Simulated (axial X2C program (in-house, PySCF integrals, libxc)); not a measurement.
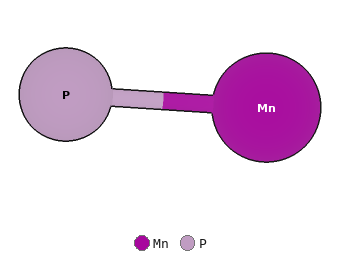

**Figure 1.** The molecule at the reference distance of 2.132 Å.

Relativistic diatomic calculation, with input and output: MnP⁻

System: MnP⁻, single determinant with M_S = 5/2 and |Λ| = 0.
Method: PBE50, spin-free X2C-1e, Mn dyall-acv3z, P dyall-av3z (cores contracted) (axial X2C program (in-house, PySCF integrals, libxc)).

### Key numbers

```tsv
quantity	value
outcome	converged
bond length rₑ	2.179 Å
ωₑ	415.3 cm⁻¹
energy at the minimum	−1500.46927 hartree
depth below the fragments	1.60 eV
largest ⟨S²⟩ along the curve	9.41
hardware	1 thread of Arm Neoverse V2, 112 GiB of memory available, shared host
wall time	6.3 s
peak memory	0.83 GiB
```

### Remarks

Caveats: 5 of the 10 points asked for were kept.

### Input file
```
{"zs": [25, 15], "q": -1, "bas": ["dyall-acv3z", "dyall-av3z"], "levels": ["PBE0", "HF", "PBE50"], "cc": true, "r0": 2.07, "thr": -2.0, "nmax": 90, "npts": 10, "nst": 2, "ntry": 6}
```

The line is the task of a batch: nuclear charges, charge, bases, the levels to run, a first guess of the distance and further settings. This report covers PBE50 without spin-orbit coupling. The log is that of the reference distance 2.132 Å.

The run was one of a batch that the task file lists, launched with:
```bash
python <driver script> task.json out
```

### Output
```
spin-free X2C-1e  PBE50
basis functions 186  fitting functions 1004  grid points 5077
iter        total energy     max residual
   1      -1500.459433450     6.82e-02
   2      -1500.466253130     6.91e-03
   3      -1500.467647710     1.16e-02
   4      -1500.468526454     6.71e-03
   5      -1500.468652471     2.10e-03
   6      -1500.468728857     2.00e-03
   7      -1500.468738954     5.64e-04
   8      -1500.468741187     2.36e-04
   9      -1500.468741546     1.03e-04
  10      -1500.468741693     2.80e-05
  11      -1500.468741762     3.66e-05
  12      -1500.468741768     1.05e-05
converged
one-electron -2262.79103273  Coulomb 745.10444256  exact exchange -37.15267789  xc functional -38.70707883  nuclear repulsion 93.07760511
```

### The points of the curve

| R (Å) | E (hartree) | dipole (D; origin at the first atom, positive when the second is positive) | highest filled (eV) | lowest empty (eV) |
| --- | --- | --- | --- | --- |
| 2.004 | −1500.460381 | −8.12 | −0.63 | 1.85 |
| 2.068 | −1500.466005 | −8.48 | −0.61 | 1.85 |
| 2.132 | −1500.468742 | −8.83 | −0.59 | 1.84 |
| 2.207 | −1500.469097 | −9.22 | −0.56 | 1.83 |
| 2.281 | −1500.467136 | −9.61 | −0.53 | 1.82 |

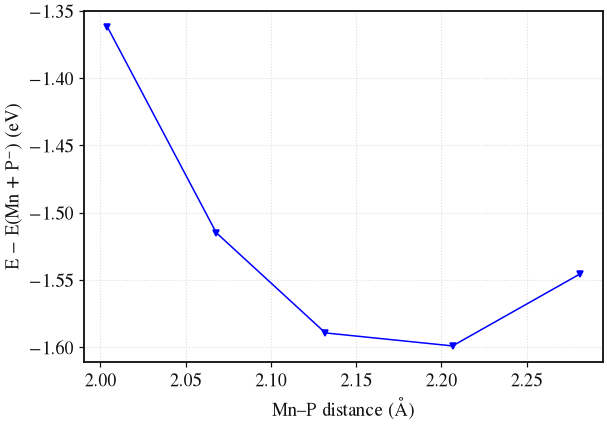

**Figure 2.** Energy at 5 bond lengths, for one set of occupations held fixed; the line joins the points. A polynomial of degree 3 through 5 points gives rₑ = 2.179 Å, ωₑ = 415.3 cm⁻¹ and Bₑ = 0.1793 cm⁻¹. The minimum lies 1.60 eV below Mn + P⁻, each computed as one determinant at the same level.

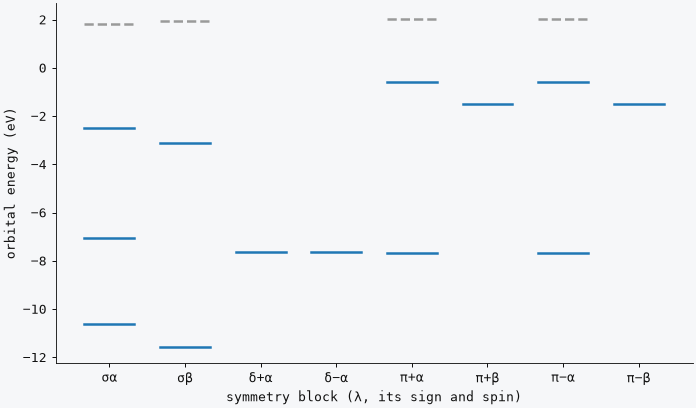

**Figure 3.** Orbital energies near the frontier at 2.13 Å, filled (solid) and empty (dashed); a label such as π−α means λ = −1 and α spin. The highest filled orbital (π−α; 63 % P p, 30 % Mn p) lies at −0.59 eV, the lowest empty one (σα; 84 % Mn p, 13 % Mn s) at 1.84 eV.
